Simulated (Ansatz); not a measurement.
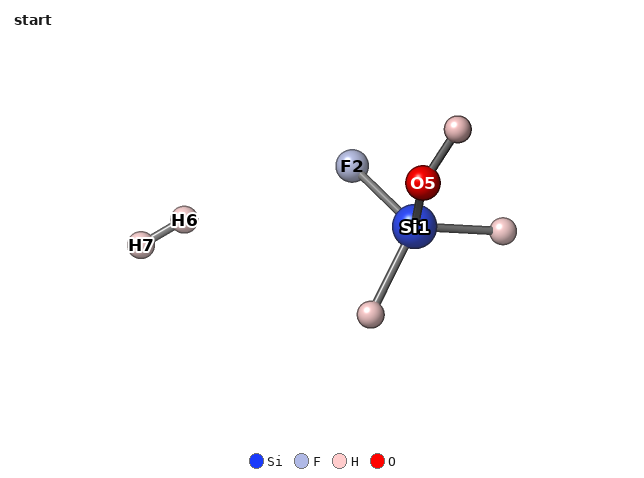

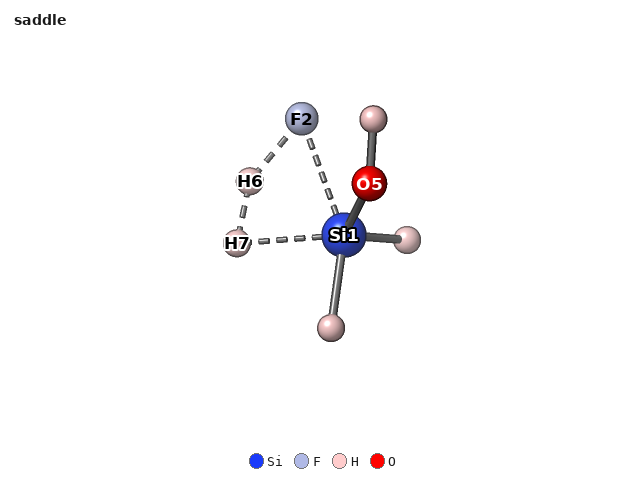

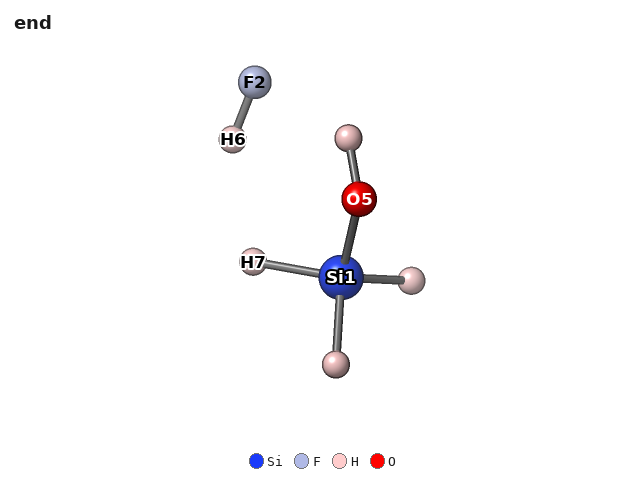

A saddle point and the two end points reached downhill from it. Broken sticks mark bonds that form or break. The species is neutral and a spin singlet. Geometries: PBE0-D4/def2-TZVP; all other levels are single points on them, and energies count from the start as drawn. Program: Ansatz 0.2.0. In CBS estimates cores are frozen, and CCSD(T) − MP2 is taken in the smaller basis.

Which bonds form and which break from start to end?

Formed: Si1–H7, F2–H6; broken: Si1–F2, H6–H7. At the saddle point Si1···H7 is 1.70 Å, F2···H6 is 1.21 Å, Si1···F2 is 1.99 Å, H6···H7 is 0.97 Å.

Give the electronic barrier and the reaction energy from start to end in kcal/mol (no zero-point energy) with CCSD(T)/CBS (MP2 limit from def2-TZVPP and def2-QZVPP plus CCSD(T) − MP2); PBE-D4/def2-TZVPP; r2SCAN-D4/def2-TZVPP; B3LYP-D4/def2-TZVPP; CAM-B3LYP-D4/def2-TZVPP; RHF-CCSD(T) (frozen core)/def2-TZVPP; BLYP-D4/def2-TZVPP.

```json
{"level": "CCSD(T)/CBS (MP2 limit from def2-TZVPP and def2-QZVPP plus CCSD(T) − MP2)", "barrier": "60.7", "reaction energy": "+29.8"}
{"level": "PBE-D4/def2-TZVPP", "barrier": "49.9", "reaction energy": "+26.7"}
{"level": "r2SCAN-D4/def2-TZVPP", "barrier": "54.7", "reaction energy": "+29.9"}
{"level": "B3LYP-D4/def2-TZVPP", "barrier": "58.5", "reaction energy": "+29.4"}
{"level": "CAM-B3LYP-D4/def2-TZVPP", "barrier": "58.8", "reaction energy": "+29.7"}
{"level": "RHF-CCSD(T) (frozen core)/def2-TZVPP", "barrier": "60.9", "reaction energy": "+29.2"}
{"level": "BLYP-D4/def2-TZVPP", "barrier": "55.6", "reaction energy": "+29.4"}
```
